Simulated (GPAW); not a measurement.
# Core-hole calculation of the F K edge in KCaF3 (Pm-3m), part 2 of 3

What does one-electron theory with a core hole give for the F K edge of KCaF3 (Pm-3m)?

GPAW 26.7.0; X-ray absorption from dipole matrix elements to empty bands, plane-wave PAW LDA.

So far. Step 2 (The field without a hole): The mesh shows a gap of 5.80 eV, so the hole is first treated in a charged cell, without the excited electron. Step 3 (Spectrum without a core hole, F atom 3): Main maxima below 24 eV (height): 3.6 eV (3.53), 6.1 eV (1.80), 9.1 eV (1.21) and 14.7 eV (1.28). A K edge sees empty p states on the absorber.

### 5. Spectrum with FCH, F atom 3

The holes are 6.3 Å apart. In GPAW the data set carries the hole's charge, so charge=0 means a charged cell and charge=-1 a neutral one. The excited electron is left out and a uniform background balances the charge. After the field has converged, empty bands are computed with the density fixed and the dipole matrix elements are summed.

xas.py

```python
import numpy as np
from ase import Atoms
from ase.parallel import parprint, paropen
from gpaw import GPAW, PW, FermiDirac, Mixer, MixerDif, setup_paths
from gpaw.test import gen
setup_paths.insert(0, '.')
gen('F', name='fch1s', xcname='LDA', corehole=(1, 0, 1), write_xml=True)
from gpaw.mpi import world
world.barrier()

atoms = Atoms('Ca2K2F6',
    cell=[[4.481726, 0, 4.481726],
     [0, 4.481726, 4.481726],
     [0, -4.481726, 4.481726]],
    scaled_positions=[[0, 0, 0],
     [0, 0.5, 0.5],
     [0.5, 0.25, 0.75],
     [0.5, 0.75, 0.25],
     [0.5, 0.75, 0.75],
     [0.5, 0.25, 0.25],
     [0, 0.25, 0.25],
     [0, 0.75, 0.75],
     [0, 0.25, 0.75],
     [0, 0.75, 0.25]],
    pbc=True)
atoms.calc = calc = GPAW(legacy_gpaw=True, mode=PW(500, force_complex_dtype=True), xc='LDA', setups={4: 'fch1s'},
    kpts={'size': (4, 4, 4), 'gamma': True}, occupations=FermiDirac(0.02),
    charge=0, mixer=Mixer(0.1, 5, 50), maxiter=150,
    convergence={'density': 0.0001, 'eigenstates': 1e-6}, txt='scf.txt')
energy = atoms.get_potential_energy() + calc.get_reference_energy()
ef = calc.get_fermi_level()
out = dict(energy=energy, fermi=ef, forces=atoms.get_forces().tolist())
parprint(f'all-electron energy {energy:.4f} eV, Fermi level {ef:.4f} eV')
ev = np.array([[calc.get_eigenvalues(k, s) for k in range(len(calc.get_ibz_k_points()))] for s in range(calc.get_number_of_spins())])
out['homo'], out['lumo'], out['counts'] = ev[ev < ef].max(), ev[ev > ef].min(), sorted(set((ev < ef).sum((0, 2)).tolist()))
out['filled'] = (ev[:, 0] < ef).sum(1).tolist()

from ase.units import Ha
from gpaw.xas import dipole_matrix_elements
nb = int(calc.get_number_of_electrons() / 2) + 110
top, nb = nb, nb + 8 + nb // 12
nscf = calc.fixed_density(kpts={'size': (5, 5, 5), 'gamma': True}, nbands=nb,
    convergence={'bands': top, 'eigenstates': 5e-3}, maxiter=60, txt='nscf.txt')
cell = atoms.cell.array
ops = [cell.T @ U.T @ np.linalg.inv(cell.T) for U in nscf.wfs.kd.symmetry.op_scc]
filled = [40]  # bands filled in the ground state, by spin
E = np.arange(-6, 34, 0.1)
fwhm = np.interp(E, [4, 25], [0.9, 3.5])
Y, X, zero, highest = 0, 0, 1e9, 1e9
for spin in range(nscf.get_number_of_spins()):
    wfs = nscf.wfs
    mine = wfs.bd.get_slice()  # this rank's bands
    A = dipole_matrix_elements(wfs.setups[4])
    eps = np.zeros((wfs.kd.nibzkpts, nb))
    d = np.zeros((3, A.shape[1], wfs.kd.nibzkpts, nb), complex)
    for kpt in wfs.kpt_u:
        if kpt.s == spin and 4 in kpt.P_ani:
            eps[kpt.k, mine] = kpt.eps_n * Ha
            d[:, :, kpt.k, mine] = (kpt.weight * wfs.nspins / 2) ** 0.5 * np.inner(A, kpt.P_ani[4])
    world.sum(eps)
    world.sum(d)
    T = np.einsum('amkn,bmkn->abkn', d, d.conj()).real
    T = sum(np.einsum('ai,ijkn,bj->abkn', R, T, R) for R in ops) / len(ops)
    empty = np.ones_like(eps, bool) & (np.arange(nb) >= filled[spin])
    zero, highest = min(zero, eps[empty].min()), min(highest, eps[:, top - 1].min())
    lines = [(eps, T, empty)] if spin == 0 else lines + [(eps, T, empty)]
for eps, T, empty in lines:
    f = np.einsum('aakn->akn', T).reshape(3, -1)
    x = eps.ravel() - zero
    w = np.interp(x, E, fwhm) / 2.35482
    g = np.exp(-0.5 * ((E[:, None] - x) / w) ** 2) / (w * (2 * np.pi) ** 0.5)
    Y = Y + (f * empty.ravel()) @ g.T
    X = X + (f * ~empty.ravel()) @ g.T
out.update(E=E.round(2).tolist(), xas=Y.tolist(), xes=X.tolist(), zero=zero, valid=highest - zero, nk=len(eps), nb=nb)
for i in range(0, len(E), 10):
    parprint(f'{E[i]:7.2f}', *(f'{v:10.3e}' for v in Y[:, i]))
import json
with paropen('out.json', 'w') as f:
    json.dump(out, f)
```

On the command line:

```console
$ OMP_NUM_THREADS=1 mpirun -n 4 gpaw python xas.py
```

Numbers of over 12 decimals in the logs are rounded to 6 here.

The log of the run:

```text
Input parameters:
  convergence: {density: 0.0001,
                eigenstates: 1e-06}
  kpts: {gamma: True,
         size: (4, 4, 4)}
  maxiter: 150
  mixer: {backend: pulay,
          beta: 0.1,
          method: separate,
          nmaxold: 5,
          weight: 50}
  mode: {ecut: 500.0,
         force_complex_dtype: True,
         name: pw}
  occupations: {fixmagmom: False,
                name: fermi-dirac,
                width: 0.02}
  setups: {4: fch1s}

Initialize ...

[... PAW data sets ...]

Reference energy: -85104.597539  # eV

Spin-paired calculation

[... convergence settings ...]
Symmetries present (total): 8
  [... symmetry matrices ...]

64 k-points: 4 x 4 x 4 Monkhorst-Pack grid + [1/8,1/8,1/8]
13 k-points in the irreducible part of the Brillouin zone
       k-points in crystal coordinates                weights
   0:     0.00000000    0.00000000    0.00000000          1/64
   1:     0.25000000    0.00000000    0.00000000          2/64
   2:     0.25000000    0.25000000    0.00000000          8/64
   3:     0.25000000    0.25000000    0.25000000          4/64
   4:     0.25000000    0.50000000    0.00000000          4/64
   5:     0.25000000    0.50000000    0.50000000          2/64
   6:     0.50000000    0.00000000    0.00000000          1/64
   7:     0.50000000    0.25000000   -0.25000000          4/64
   8:     0.50000000    0.25000000    0.00000000          8/64
   9:     0.50000000    0.25000000    0.25000000          8/64
          ...
  12:     0.50000000    0.50000000    0.50000000          2/64

Wave functions: Plane wave expansion
  Cutoff energy: 500.000 eV
  Number of coefficients (min, max): 4540, 4621
  Pulay-stress correction: 0.000000 eV/Ang^3 (de/decut=0.000000)
  Using FFTW library
  Wavefunction extrapolation:
    Improved wavefunction reuse through dual PAW basis

Occupation numbers: Fermi-Dirac:
  width: 0.0200  # eV

Eigensolver
   Davidson(niter=2)

Densities:
  Coarse grid: 35*35*35 grid
  Fine grid: 70*70*70 grid
  Total Charge: 1.000000

Density mixing:
  Method: separate
  Backend: pulay
  Linear mixing parameter: 0.1
  old densities: 5
  Width of damping distribution: 1.1
  Damping of long wavelength oscillations: 50

[... Hamiltonian set-up ...]
Number of atoms: 10
Number of atomic orbitals: 44
Number of bands in calculation: 44
Number of valence electrons: 80
Bands to converge: occupied

... initialized

Initializing position-dependent things.

Density initialized from atomic densities
Creating initial wave functions:
  44 bands from LCAO basis set

              F
               K

        F
          F K

        Ca    F
       F
        F

        Ca

Atomic positions and initial magnetic moments

Positions:
   0 Ca     0.000000    0.000000    0.000000    ( 0.0000,  0.0000,  0.0000)
   1 Ca     0.000000    0.000000    4.481726    ( 0.0000,  0.0000,  0.0000)
   2 K      2.240863   -2.240863    6.722589    ( 0.0000,  0.0000,  0.0000)
   3 K      2.240863    2.240863    6.722589    ( 0.0000,  0.0000,  0.0000)
   4 F      2.240863    0.000000    8.963452    ( 0.0000,  0.0000,  0.0000)
   5 F      2.240863    0.000000    4.481726    ( 0.0000,  0.0000,  0.0000)
   6 F      0.000000    0.000000    2.240863    ( 0.0000,  0.0000,  0.0000)
   7 F      0.000000    0.000000    6.722589    ( 0.0000,  0.0000,  0.0000)
   8 F      0.000000   -2.240863    4.481726    ( 0.0000,  0.0000,  0.0000)
   9 F      0.000000    2.240863    4.481726    ( 0.0000,  0.0000,  0.0000)

Unit cell:
           periodic     x           y           z      points  spacing
  1. axis:    yes    4.481726    0.000000    4.481726    35     0.1280
  2. axis:    yes    0.000000    4.481726    4.481726    35     0.1479
  3. axis:    yes    0.000000   -4.481726    4.481726    35     0.1479

  Lengths:   6.338118   6.338118   6.338118
  Angles:   90.000000  60.000000  60.000000

Effective grid spacing dv^(1/3) = 0.1613

iter:   1   -79.784768
iter:   2   -77.232216   -0.86  -1.19
iter:   3   -74.044145   -0.50  -1.28
iter:   4   -73.514996   -0.92  -1.44
iter:   5   -73.458376   -1.25  -1.62
iter:   6   -73.392089   -1.66  -1.99
iter:   7   -73.342896   -2.25  -2.29
iter:   8   -73.324713   -2.67  -2.45
iter:   9   -73.324420c  -3.47  -2.91
iter:  10   -73.324107c  -4.19  -3.18
iter:  11   -73.323987c  -5.04  -3.45
iter:  12   -73.323949c  -4.90  -3.55
iter:  13   -73.323918c  -5.88  -3.81
iter:  14   -73.323913c  -6.43c -3.92
iter:  15   -73.323911c  -6.32c -4.04c

Converged after 15 iterations.

Dipole moment: (0.000000, 0.000000, 1.390019) |e|*Ang

Energy contributions relative to reference atoms: (reference = -85104.597539)

Kinetic:        +32.122115
Potential:      -47.769153
External:        +0.000000
XC:             -56.414402
Entropy (-ST):   -0.000000
Local:           -1.262471
SIC:             +0.000000
--------------------------
Free energy:    -73.323911
Extrapolated:   -73.323911

Showing only first 2 kpts
 Kpt  Band  Eigenvalues  Occupancy
  0    38     -0.59137    2.00000
  0    39     -0.59135    2.00000
  0    40      4.59122    0.00000
  0    41      7.67284    0.00000

  1    38     -0.73557    2.00000
  1    39     -0.68783    2.00000
  1    40      5.31604    0.00000
[...]
Fermi level: 0.77763

Gap: 5.183 eV
Transition (v -> c):
  (s=0, k=0, n=39, [0.00, 0.00, 0.00]) -> (s=0, k=0, n=40, [0.00, 0.00, 0.00])
No difference between direct/indirect transitions

Forces in eV/Ang:
  0 Ca   -2.60961    0.00000    0.00000
  1 Ca    2.60961    0.00000    0.00000
  2 K     0.00000    0.00000    0.00000
  3 K     0.00000    0.00000    0.00000
  4 F     0.00003    0.00000    0.00000
  5 F    -0.00001    0.00000    0.00000
  6 F     0.00000    0.00000    0.00001
  7 F     0.00000    0.00000   -0.00001
  8 F     0.00000    0.00001   -0.00000
  9 F     0.00000   -0.00001   -0.00000
Scalar-relativistic atomic LDA calculation for F (Fluorine, Z=9)
Core hole in 1s state (1s occupation: 1.0)
300 radial gridpoints.
|------------------------------------------------|
|------------------------------------------------|
[... the atom generator's iteration count ...]

Energy contributions:
-------------------------
Kinetic:      +73.074518
XC:            -7.529720
Potential:   -138.883139
-------------------------
Total:        -73.338341

state      eigenvalue         ekin         rmax
-----------------------------------------------
1s^1.0 :   -27.508849    38.870947        0.112
2s^2.0 :    -1.877741     5.094802        0.712
2p^5.0 :    -1.212468     4.802793        0.605
-----------------------------------------------
(units: Bohr and Hartree)

Generating PAW setup
Kinetic energy of the core from tauc = 38.910803
Cutoffs:
rc(s)=1.200
rc(p)=1.200
rc(d)=1.200
rc(vbar)=1.080
rc(comp)=1.200
rc(nct)=1.200

Kinetic energy of the core states: 38.870947
Charge: 1.0
Core electrons: 1.0
Valence electrons: 7.0
Pseudo-core charge: 0.000102
Shape function alpha=6.944
Pseudo-electron charge 5.398325
state    eigenvalue         norm
--------------------------------
2s(2) :    -1.877741     1.039630
*s    :    -0.877741
2p(5) :    -1.212468     0.663793
*p    :    -0.212468
*d    :     0.000000
--------------------------------

Diagonalizing with gridspacing h=0.050

state   all-electron     PAW
-------------------------------
2s:      -1.877741    -1.879888
2p:      -1.212468    -1.215269
*d:                   -0.058611
*f:                   -0.013370
-------------------------------
all-electron energy -85177.9215 eV, Fermi level 0.7776 eV
[...]
31.00  2.566e-05  2.537e-05  2.537e-05
  32.00  1.957e-05  2.456e-05  2.456e-05
  33.00  1.976e-05  2.639e-05  2.639e-05
```

Elapsed: 47 s, on 4 MPI ranks of Intel Xeon 6975P-C (Granite Rapids), shared host; peak memory 0.4 GiB; 3.1 min of CPU time.

The F K spectrum, F atom 3, full core hole (charged cell) (energy from the lowest empty level; intensity scaled to a mean of 1 over the first 20 eV):

```
E (eV)  intensity
  -2.0       0.00
  -0.5       0.00
   1.0       0.19
   2.5       2.49
   4.0       0.78
   5.5       2.41
   7.0       0.62
   8.5       0.89
  10.0       0.62
  11.5       0.46
  13.0       1.01
  14.5       1.49
  16.0       0.97
  17.5       0.66
  19.0       0.72
  20.5       1.10
  22.0       1.43
  23.5       1.46
  25.0       1.44
  26.5       1.44
  28.0       1.30
  29.5       1.12
  31.0       0.85
```

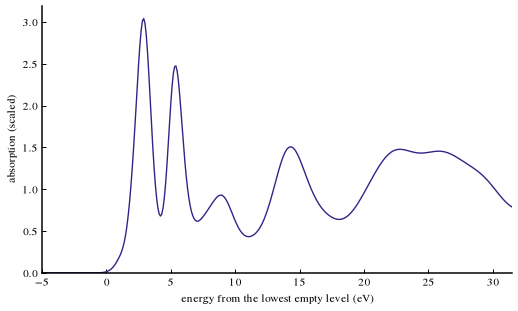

The F K edge, F atom 3, full core hole (charged cell): main maxima at 2.9, 5.4 and 14.3 eV.

Main maxima below 24 eV (height): 2.9 eV (3.04), 5.4 eV (2.47), 8.9 eV (0.93), 14.3 eV (1.51) and 22.8 eV (1.48). 

The hole costs E(hole) − E(ground) = 684.93 eV, and the lowest empty level of the hole cell on the spectrum's mesh lies at 4.59 eV, which puts the zero at 689.52 eV. One term is added: -9.89 eV, since the hole is spin-paired here and a spin-polarised one costs that much less in the free atom (computed apart). The photon energy is then 679.63 eV. The functional and the charged cell's background leave an error in such absolute values: in the free atom LDA prices this hole 4.7 eV below PBE (computed apart), and PBE is itself good to a few eV.

### 6. Cell without a hole, the energy reference

The cell changes for the next run, so it gets a reference energy of its own.

scf.py

```python
import numpy as np
from ase import Atoms
from ase.parallel import parprint, paropen
from gpaw import GPAW, PW, FermiDirac, Mixer, MixerDif, setup_paths
from gpaw.test import gen
setup_paths.insert(0, '.')
gen('F', name='nch1s', xcname='LDA', corehole=(1, 0, 0), write_xml=True)
from gpaw.mpi import world
world.barrier()

atoms = Atoms('CaKF3',
    cell=[[4.481726, 0, 0],
     [0, 4.481726, 0],
     [0, 0, 4.481726]],
    scaled_positions=[[0, 0, 0],
     [0.5, 0.5, 0.5],
     [0.5, 0, 0],
     [0, 0, 0.5],
     [0, 0.5, 0]],
    pbc=True)
atoms.calc = calc = GPAW(legacy_gpaw=True, mode=PW(500, force_complex_dtype=True), xc='LDA', setups={2: 'nch1s'},
    kpts={'size': (4, 4, 4), 'gamma': True}, occupations=FermiDirac(0.02),
    charge=0, mixer=Mixer(0.1, 5, 50), maxiter=150,
    convergence={'density': 0.0001, 'eigenstates': 1e-6}, txt='scf.txt')
energy = atoms.get_potential_energy() + calc.get_reference_energy()
ef = calc.get_fermi_level()
out = dict(energy=energy, fermi=ef, forces=atoms.get_forces().tolist())
parprint(f'all-electron energy {energy:.4f} eV, Fermi level {ef:.4f} eV')
ev = np.array([[calc.get_eigenvalues(k, s) for k in range(len(calc.get_ibz_k_points()))] for s in range(calc.get_number_of_spins())])
out['homo'], out['lumo'], out['counts'] = ev[ev < ef].max(), ev[ev > ef].min(), sorted(set((ev < ef).sum((0, 2)).tolist()))
out['filled'] = (ev[:, 0] < ef).sum(1).tolist()
import json
with paropen('out.json', 'w') as f:
    json.dump(out, f)
```

On the command line:

```console
$ OMP_NUM_THREADS=1 mpirun -n 4 gpaw python scf.py
```

The log of the run:

```text
Input parameters:
  convergence: {density: 0.0001,
                eigenstates: 1e-06}
  kpts: {gamma: True,
         size: (4, 4, 4)}
  maxiter: 150
  mixer: {backend: pulay,
          beta: 0.1,
          method: separate,
          nmaxold: 5,
          weight: 50}
  mode: {ecut: 500.0,
         force_complex_dtype: True,
         name: pw}
  occupations: {fixmagmom: False,
                name: fermi-dirac,
[...]
--------------------------------
2s(2) :    -1.089490     1.062936
*s    :    -0.089490
2p(5) :    -0.415007     0.777410
*p    :     0.584993
*d    :     0.000000
--------------------------------

Diagonalizing with gridspacing h=0.050

state   all-electron     PAW
-------------------------------
2s:      -1.089490    -1.091166
2p:      -0.415007    -0.417133
*d:                    0.051257
*f:                    0.077758
-------------------------------
all-electron energy -42931.4240 eV, Fermi level 0.5682 eV
[key lines of the parts left out:]
Converged after 18 iterations.
Dipole moment: (-0.000000, 0.000000, 0.000000) |e|*Ang
Free energy:    -27.464823
Fermi level: 0.56821
```

It took 5.8 s on 4 MPI ranks; peak memory 0.19 GiB; 23 s of CPU time.

(Continued in part 3 of 3.)

[Banner, clock and machine lines of the logs are left out without a mark of their own.]

[Logs are printed without paths, hosts, clocks, repeated set-up lines and the standing remarks that a program may print on its own settings, such as how far it seeks lower states.]

[Hosts, paths, dates, database ids (printed as entryN), source tags and the programs' standing remarks are cut or masked in the printed files.]

[Lists of maxima count a maximum above −3 eV only where it reaches 4 % of the highest in the window and stands out from its surroundings by 2 % of it (1.5 % where it reaches 55 %); shoulders and weaker maxima are passed over, and of the rest the first, up to two pre-edge ones and the few strongest are named.]
